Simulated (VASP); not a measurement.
# C (Diamond): GW quasiparticle gap

How does the gap of C (Diamond) change from the starting functional to GW? The cell has space group Fd-3m. The start is a cell from a database of measured crystal structures.

Main program and level: VASP 6.6.1; PBE; plane waves and PAW (C_GW), in the first sound run; inputs show where later runs differ.

### 1. Set-up

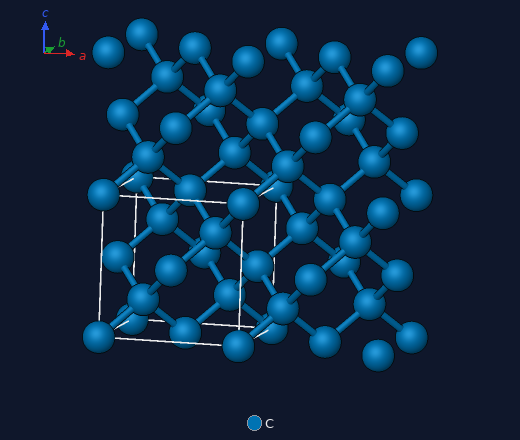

Start, viewed slightly off an axis; carbon blue. 2×1×2 cells are drawn. This picture shows the conventional cell, with its axes. Bonds to atoms that aren't drawn are left out. Some periodic images of atoms are drawn too.

As a file:

```cif
data_structure
_symmetry_space_group_name_H-M 'Fd-3m:1'
_symmetry_Int_Tables_number 227
_cell_length_a 3.5667
_cell_length_b 3.5667
_cell_length_c 3.5667
_cell_angle_alpha 90.000
_cell_angle_beta 90.000
_cell_angle_gamma 90.000
_cell_volume 45.37
loop_
_atom_site_label
_atom_site_type_symbol
_atom_site_symmetry_multiplicity
_atom_site_Wyckoff_symbol
_atom_site_fract_x
_atom_site_fract_y
_atom_site_fract_z
_atom_site_occupancy
C1 C 8 a 0.25000 0.25000 0.25000 1
```

### 2. Ground state

The orbitals come from a self-consistent PBE run with a tight EDIFF and a narrow smearing. KPOINTS_OPT adds the bands along a path, which shows whether the mesh holds the band edges.

The input, INCAR:

```
SYSTEM = C
PREC = Accurate
ENCUT = 440
EDIFF = 1E-08
NELM = 100
ISMEAR = 0
SIGMA = 0.01
LREAL = .FALSE.
ALGO = Normal
GGA = PE
NBANDS = 10
LORBIT = 11
LWAVE = .TRUE.
LCHARG = .FALSE.
KPAR = 8
```

The input, POSCAR:

```
C
1.0
    0.0000000000      1.7833700000      1.7833700000
    1.7833700000      0.0000000000      1.7833700000
    1.7833700000      1.7833700000      0.0000000000
C
2
Direct
    0.7500000000      0.7500000000      0.7500000000
    0.5000000000      0.5000000000      0.5000000000
```

The input, KPOINTS:

```
Automatic mesh
0
Gamma
6 6 6
0 0 0
```

The input, KPOINTS_OPT:

```
Line mode
12
Line-mode
Reciprocal
  0.00000000   0.00000000   0.00000000 GAMMA
  0.50000000   0.00000000   0.50000000 X

  0.50000000   0.00000000   0.50000000 X
  0.50000000   0.25000000   0.75000000 W

  0.50000000   0.25000000   0.75000000 W
  0.37500000   0.37500000   0.75000000 K

  0.37500000   0.37500000   0.75000000 K
  0.00000000   0.00000000   0.00000000 GAMMA

  0.00000000   0.00000000   0.00000000 GAMMA
  0.50000000   0.50000000   0.50000000 L

  0.50000000   0.50000000   0.50000000 L
  0.62500000   0.25000000   0.62500000 U

  0.62500000   0.25000000   0.62500000 U
  0.50000000   0.25000000   0.75000000 W

  0.50000000   0.25000000   0.75000000 W
  0.50000000   0.50000000   0.50000000 L

  0.50000000   0.50000000   0.50000000 L
  0.37500000   0.37500000   0.75000000 K

  0.62500000   0.25000000   0.62500000 U
  0.50000000   0.00000000   0.50000000 X
```

Potentials, in the order of the species: C_GW (PBE family, release 64).

Launch:

```bash
$ mpirun -np 8 vasp_std
```

Output:

```text
[banner, memory and clock lines left out]
running    8 mpi-ranks, on    1 nodes
 distrk:  each k-point on    1 cores,    8 groups
 distr:  one band on    1 cores,    1 groups

 POSCAR found type information on POSCAR C
 POSCAR found :  1 types and       2 ions
|                                                                             |
|           W    W    AA    RRRRR   N    N  II  N    N   GGGG   !!!           |
|           W    W   A  A   R    R  NN   N  II  NN   N  G    G  !!!           |
|           W    W  A    A  R    R  N N  N  II  N N  N  G       !!!           |
|           W WW W  AAAAAA  RRRRR   N  N N  II  N  N N  G  GGG   !            |
|           WW  WW  A    A  R   R   N   NN  II  N   NN  G    G                |
|           W    W  A    A  R    R  N    N  II  N    N   GGGG   !!!           |
|                                                                             |
|     For optimal performance we recommend to set                             |
|       NCORE = 2 up to number-of-cores-per-socket                            |
|     NCORE specifies how many cores store one orbital (NPAR=cpu/NCORE).      |
|     This setting can greatly improve the performance of VASP for DFT.       |
|     The default, NCORE=1 might be grossly inefficient on modern             |
|     multi-core architectures or massively parallel machines. Do your        |
|     Unfortunately you need to use the default for GW and RPA                |
|     calculations (for HF NCORE is supported but not extensively tested      |
|     yet).                                                                   |
|                                                                             |

 LDA part: xc-table for (Slater+PW92), standard interpolation
 POSCAR, INCAR and KPOINTS ok, starting setup
 FFT: planning ... GRIDC
 FFT: planning ... GRID_SOFT
 FFT: planning ... GRID
 WAVECAR not read
 entering main loop
       N       E                     dE             d eps       ncg     rms          rms(c)
DAV:   1     0.127708266344E+02    0.12771E+02   -0.42612E+03   336   0.690E+02
DAV:   2    -0.182960902880E+02   -0.31067E+02   -0.28527E+02   436   0.188E+02
DAV:   3    -0.188104200880E+02   -0.51433E+00   -0.51320E+00   404   0.198E+01
DAV:   4    -0.188118164211E+02   -0.13963E-02   -0.13962E-02   360   0.115E+00
DAV:   5    -0.188118215565E+02   -0.51354E-05   -0.51354E-05   392   0.568E-02    0.479E+00
DAV:   6    -0.183223034316E+02    0.48952E+00   -0.26529E-01   426   0.503E+00    0.263E+00
DAV:   7    -0.181551261955E+02    0.16718E+00   -0.30827E-01   446   0.519E+00    0.360E-01
DAV:   8    -0.181566792322E+02   -0.15530E-02   -0.63313E-03   334   0.835E-01    0.496E-02
DAV:   9    -0.181567435175E+02   -0.64285E-04   -0.88724E-05   410   0.110E-01    0.175E-02
DAV:  10    -0.181567600537E+02   -0.16536E-04   -0.15561E-05   334   0.396E-02    0.150E-03
DAV:  11    -0.181567603033E+02   -0.24959E-06   -0.32485E-07   412   0.589E-03    0.387E-04
DAV:  12    -0.181567603865E+02   -0.83172E-07   -0.67510E-09   354   0.103E-03    0.282E-05
DAV:  13    -0.181567603888E+02   -0.23595E-08   -0.27929E-11   186   0.615E-05
   1 F= -.18156760E+02 E0= -.18156760E+02  d E =-.511374E-57
 Start KPOINTS_OPT (optional k-point list driver)
k-point batch [1-16\120]
       N       E                     dE             ncg
DAV:   1     0.741549689406E+03   -0.37521E+04      320
DAV:   2     0.209895733080E+03   -0.53165E+03      468
DAV:   3     0.202754482039E+03   -0.71413E+01      368
DAV:   4     0.202731807916E+03   -0.22674E-01      348
DAV:   5     0.202731714140E+03   -0.93777E-04      398
DAV:   6     0.202731713580E+03   -0.56011E-06      368
DAV:   7     0.202731713574E+03   -0.51435E-08      392
[...]
k-point batch [113-120\120]
       N       E                     dE             ncg
DAV:   1     0.338315732866E+04   -0.35102E+04      176
DAV:   2     0.320549557323E+04   -0.17766E+03      212
DAV:   3     0.320342861951E+04   -0.20670E+01      198
DAV:   4     0.320342343529E+04   -0.51842E-02      192
DAV:   5     0.320342341685E+04   -0.18439E-04      196
DAV:   6     0.320342341678E+04   -0.72291E-07      208
DAV:   7     0.320342341678E+04   -0.72760E-10      204
 writing wavefunctions
```

Elapsed: 2.4 s, on 8 MPI ranks of Intel Xeon Platinum 8488C (Sapphire Rapids), shared host; peak memory 0.82 GiB.

Lines that name or quote the potential files are left out of all logs, and their timing lines are given in words.

From OUTCAR (step 2):

```text
ion  position               nearest neighbor table
   1  0.750  0.750  0.750-   2 1.54   2 1.54   2 1.54   2 1.54
   2  0.500  0.500  0.500-   1 1.54   1 1.54   1 1.54   1 1.54

  LATTYP: Found a face centered cubic cell.
 ALAT       =     3.5667400000

 Subroutine GETGRP returns: Found 48 space group operations
 (whereof 24 operations were pure point group operations)

The static configuration has the point symmetry T_d .
 The point group associated with its full space group is O_h .

 Found     16 irreducible k-points:

   k-points           NKPTS =     16   k-points in BZ     NKDIM =     16   number of bands    NBANDS=     10

   dimension x,y,z NGX =    18 NGY =   18 NGZ =   18
   dimension x,y,z NGXF=    36 NGYF=   36 NGZF=   36

   ENCUT  =  440.0 eV  32.34 Ry    5.69 a.u.   4.31  4.31  4.31*2*pi/ulx,y,z

   NELECT =       8.0000    total number of electrons

 k-points in reciprocal lattice and weights: Automatic mesh
   0.00000000  0.00000000  0.00000000       0.005
   0.16666667  0.00000000  0.00000000       0.037
   0.33333333  0.00000000  0.00000000       0.037
   0.50000000  0.00000000  0.00000000       0.019
   0.16666667  0.16666667  0.00000000       0.028
   0.33333333  0.16666667  0.00000000       0.111
   0.50000000  0.16666667  0.00000000       0.111
  -0.33333333  0.16666667  0.00000000       0.111
  -0.16666667  0.16666667  0.00000000       0.056
[...]
-0.33333333  0.33333333  0.16666667       0.111
  -0.33333333  0.50000000  0.16666667       0.056

 average (electrostatic) potential at core
       1 -45.3582       2 -45.3582

 E-fermi :   9.8754

 k-point     1 :       0.0000    0.0000    0.0000
  band No.  band energies     occupation
      1     -11.7098      2.00000
      2       9.7647      2.00000
      3       9.7647      2.00000
      4       9.7647      2.00000
      5      15.3571      0.00000
      6      15.3571      0.00000
      7      15.3571      0.00000
      8      23.0835      0.00000
      9      29.0603      0.00000
    ...

 k-point     2 :       0.1667    0.0000    0.0000
  band No.  band energies     occupation
      1     -10.9429      2.00000
      2       6.0183      2.00000
      3       8.7457      2.00000
      4       8.7457      2.00000
      5      16.7000      0.00000
      6      16.7000      0.00000
      7      17.1622      0.00000
      8      23.7272      0.00000
      9      30.0532      0.00000
    ...

 k-point     3 :       0.3333    0.0000    0.0000
  band No.  band energies     occupation
      1      -8.6940      2.00000
      2       0.3980      2.00000
      3       7.4556      2.00000
      4       7.4556      2.00000
      5      18.0452      0.00000
      6      18.0452      0.00000
      7      18.3308      0.00000
      8      25.0167      0.00000
      9      30.7176      0.00000
    ...

  Total       -0.2725681     -0.2725681     -0.2725681      0.0000000     -0.0000000      0.0000000
  in kB      -38.4973858    -38.4973858    -38.4973858      0.0000000     -0.0000000      0.0000000
  external PRESSURE =     -38.4973858 kB  Pullay stress =       0.0000000 kB

  energy-cutoff  :      440.00
  volume of cell :       11.34
      direct lattice vectors                 reciprocal lattice vectors
     0.000000000  1.783370000  1.783370000    -0.280368067  0.280368067  0.280368067
     1.783370000  0.000000000  1.783370000     0.280368067 -0.280368067  0.280368067
     1.783370000  1.783370000  0.000000000     0.280368067  0.280368067 -0.280368067

 POSITION                                       TOTAL-FORCE (eV/Angst)
 -----------------------------------------------------------------------------------
      2.67505      2.67505      2.67505        -0.000000     -0.000000      0.000000
      1.78337      1.78337      1.78337         0.000000      0.000000     -0.000000
 -----------------------------------------------------------------------------------
    total drift:                                0.000000     -0.000000      0.000000

  FREE ENERGIE OF THE ION-ELECTRON SYSTEM (eV)
  ---------------------------------------------------
  free  energy   TOTEN  =       -18.1567603888 eV

  energy  without entropy=      -18.1567603888  energy(sigma->0) =      -18.15676039

 total charge
# of ion       s       p       d       tot
------------------------------------------
    1        0.802   1.715   0.000   2.516
    2        0.802   1.715   0.000   2.516
--------------------------------------------------
tot          1.604   3.429   0.000   5.033

[... 3 further parts left out ...]
```

Numbers from this step:

* free energy (TOTEN): -18.16 eV
* Fermi energy: 9.875 eV
* pressure: -3.850 GPa
* least gap on mesh and path: 4.129 eV
* least direct gap on mesh and path: 5.592 eV

The highest empty bands on the path are converged less tightly, to about 0.1 eV. The electronic bands at the labelled points (eV, zero at the valence-band top; v1 is the highest filled band, c1 the lowest empty one):

```
    point      v3     v2     v1     c1     c2     c3     c4
        Γ    0.00   0.00   0.00   5.59   5.59   5.59  13.32
        X  -12.76  -6.29  -6.29   4.76   4.76  16.81  16.81
        W  -11.97  -8.31  -8.31  10.63  10.63  12.32  12.32
        K  -11.73  -9.31  -5.36   5.68  10.75  14.37  15.63
        Γ    0.00   0.00   0.00   5.59   5.59   5.59  13.32
        L  -13.37  -2.79  -2.79   8.46   8.46   8.84  15.70
        U  -11.73  -9.31  -5.36   5.68  10.75  14.37  15.63
        W  -11.97  -8.31  -8.31  10.63  10.63  12.32  12.32
        L  -13.37  -2.79  -2.79   8.46   8.46   8.84  15.70
        K  -11.73  -9.31  -5.36   5.68  10.75  14.37  15.63
jump to U  -11.73  -9.31  -5.36   5.68  10.75  14.37  15.63
        X  -12.76  -6.29  -6.29   4.76   4.76  16.81  16.81
```

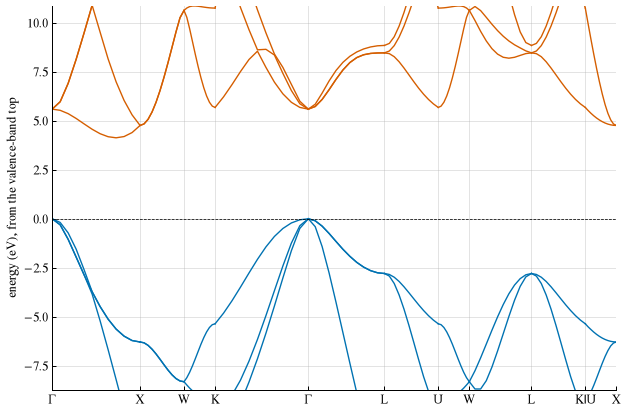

Electronic bands along the path; lines of filled and empty bands in two colours.

The cell has a gap of 4.13 eV on mesh and path and a pressure of -3.8 GPa, which holds the misfit of the given cell and coordinates with this functional, and any error of cutoff, mesh and data sets.

### 3. Empty bands, functional PBE

The next step needs empty bands that the ground-state run didn't converge, so the Hamiltonian is diagonalised exactly for NBANDS bands, in a single step. LOPTICS writes the k-derivatives of the orbitals (WAVEDER), which give the long-wavelength limit of the screening.

The input, INCAR:

```
SYSTEM = C
PREC = Accurate
ENCUT = 440
ISMEAR = 0
SIGMA = 0.01
LREAL = .FALSE.
GGA = PE
NBANDS = 40
ALGO = Exact
NELM = 1
LWAVE = .TRUE.
LCHARG = .FALSE.
LOPTICS = .TRUE.
NEDOS = 1000
CSHIFT = 0.1
```

POSCAR is that of step 2.

KPOINTS is that of step 2.

Launch:

```bash
$ mpirun -np 8 vasp_std
```

Output:

```text
[banner, memory and clock lines left out]
running    8 mpi-ranks, on    1 nodes
 distrk:  each k-point on    8 cores,    1 groups
 distr:  one band on    1 cores,    8 groups

 POSCAR found type information on POSCAR C
 POSCAR found :  1 types and       2 ions
 [... a notice as in an earlier step ...]

 LDA part: xc-table for (Slater+PW92), standard interpolation
 found WAVECAR, reading the header
  number of bands has changed, file:    10 present:    40
  trying to continue reading WAVECAR, but it might fail
 POSCAR, INCAR and KPOINTS ok, starting setup
 FFT: planning ... GRIDC
 FFT: planning ... GRID_SOFT
 FFT: planning ... GRID
 reading WAVECAR
 random initialization beyond band           10
 the WAVECAR file was read successfully
 initial charge from wavefunction
 entering main loop
       N       E                     dE             d eps       ncg     rms          rms(c)
DIA:   1    -0.181567603870E+02   -0.18157E+02    0.00000E+00     0   0.000E+00
   1 F= -.18156760E+02 E0= -.18156760E+02  d E =-.857107E-26
 writing wavefunctions
 optical routines
 imaginary and real dielectric function
 recalculating local potential from charge density
 direction            1
 direction            2
 direction            3
```

The job ended after 1.8 s (8 MPI ranks; peak memory 0.79 GiB).

OUTCAR, selected parts (step 3):

```text
 Found     16 irreducible k-points:

   k-points           NKPTS =     16   k-points in BZ     NKDIM =     16   number of bands    NBANDS=     40

   NELECT =       8.0000    total number of electrons

 E-fermi :   9.8359

  Total       -0.2725685     -0.2725685     -0.2725685      0.0000000      0.0000000      0.0000000
  in kB      -38.4974372    -38.4974372    -38.4974372      0.0000000      0.0000000      0.0000000
  external PRESSURE =     -38.4974372 kB  Pullay stress =       0.0000000 kB

 POSITION                                       TOTAL-FORCE (eV/Angst)
 -----------------------------------------------------------------------------------
      2.67505      2.67505      2.67505        -0.000000     -0.000000     -0.000000
      1.78337      1.78337      1.78337         0.000000      0.000000      0.000000
 -----------------------------------------------------------------------------------
    total drift:                                0.000000     -0.000000      0.000000

  FREE ENERGIE OF THE ION-ELECTRON SYSTEM (eV)
  ---------------------------------------------------
  free  energy   TOTEN  =       -18.1567603870 eV

  energy  without entropy=      -18.1567603870  energy(sigma->0) =      -18.15676039

 plasma frequency squared (from intraband transitions) (eV^2)
  --------------------------------------------------------------------------------------
       0.000      -0.000       0.000
       0.000       0.000      -0.000
       0.000      -0.000       0.000

[... 15 parts as in an earlier step ...]
```

WAVECAR now holds 40 bands for 8 electrons. Its independent-particle dielectric tensor has xx, yy, zz = 6.3, 6.3, 6.3 on this mesh, which isn't tested for convergence in mesh or bands and lacks local fields.

(Part 1 of 5 ends here.)

[Lines on the potential files, build, host, timing and source positions are cut from VASP's logs without a mark.]

[Logs are printed without paths, hosts, clocks, repeated set-up lines and the standing remarks that a program may print on its own settings, such as how far it seeks lower states.]

[Hosts, paths, dates, database ids (printed as entryN), source tags and the programs' standing remarks are cut or masked in the printed files.]

[Pressures printed for these runs are not shown converged in the cutoff: they can be off by several GPa and have the wrong sign.]
